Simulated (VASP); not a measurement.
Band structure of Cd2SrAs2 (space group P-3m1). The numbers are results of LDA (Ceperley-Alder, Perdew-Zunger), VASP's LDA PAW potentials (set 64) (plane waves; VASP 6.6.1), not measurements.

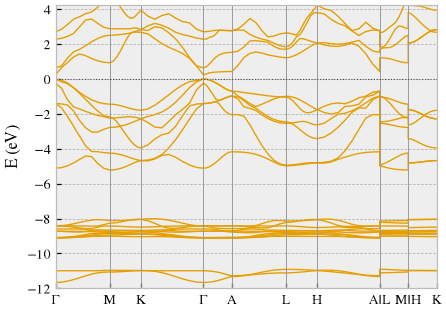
Fig. 1. Bands along high-symmetry lines, zero at the valence-band maximum or, without a gap, the Fermi level

Problem. Read the plot: is there a gap, and where are the band edges?

Solution. The gap is direct, 0.24 eV, from the valence maximum at Γ to the conduction minimum at Γ. (Edges off the drawn lines would not show.)

The structure comes from a computed database's Cd2SrAs2 entry (P-3m1); how it stands against other phases isn't given here. It was relaxed first, which changed the volume by -7 %.
